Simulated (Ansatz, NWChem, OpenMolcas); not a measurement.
**KLi (Lithium Potassium): methods side by side**

KLi has 2 atoms, charge 0, and is taken as a singlet. SMILES: `[Li][K]`. Geometry: the measured bond length.

| atom | x (Å) | y (Å) | z (Å) |
| --- | --- | --- | --- |
| Li | 0.0000 | 0.0000 | 0.0000 |
| K | 0.0000 | 0.0000 | 3.2700 |

Each level gives the electronic atomisation energy (eV). The values are calculated. Electronic energies at fixed atoms, without zero-point motion or spin-orbit coupling.

| level | kind | program | value (eV) | less CCSDT/def2-TZVP | CPU time (all runs) |
| --- | --- | --- | --- | --- | --- |
| BLYP/def2-TZVP | GGA | Ansatz | 0.65 | -0.01 | 6.2 s |
| M06-L/def2-TZVP | meta-GGA | OpenMolcas | 0.91 | +0.25 | 11 s |
| TPSS/def2-TZVP | meta-GGA | NWChem | 0.79 | +0.13 | 15 s |
| HSE06/def2-TZVP | range-separated hybrid | Ansatz | 0.64 | -0.02 | 9 s |
| BCCD(T)/def2-TZVP | coupled cluster or CI | Ansatz | 0.66 | 0.00 | 4.8 s |
| CCSD/def2-TZVP | coupled cluster or CI | NWChem | 0.63 | -0.03 | 15 s |
| CCSDT(Q)/def2-TZVP | coupled cluster or CI | Ansatz | 0.66 | 0.00 | 33 s |
| CCSDT/def2-TZVP | coupled cluster or CI | Ansatz | 0.66 | 0.00 | 16 s |
| FCI/STO-3G | exact in the basis | Ansatz | 1.63 | +0.97 | 5.1 s |

Differences are taken from CCSDT/def2-TZVP for orientation; it has basis-set and higher-order errors of its own. The values span 0.63 to 1.63 eV. Minimal STO sets describe s-block atoms so badly that they can place the ion below the atom. High-level rows in very small sets aren't better than simpler rows in larger ones. Times are those of the runs behind each value, whatever else they computed, on shared processors of several kinds: orders of magnitude only.

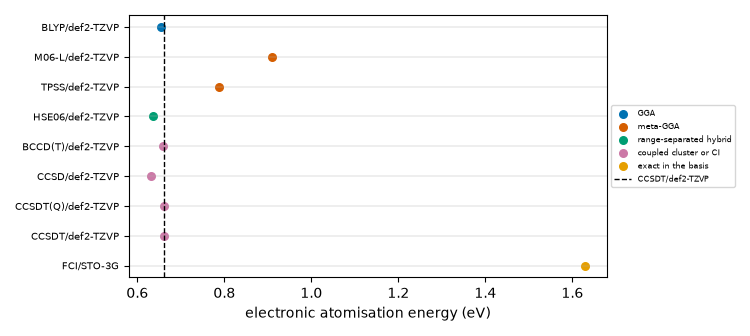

The values of the table, level by level.
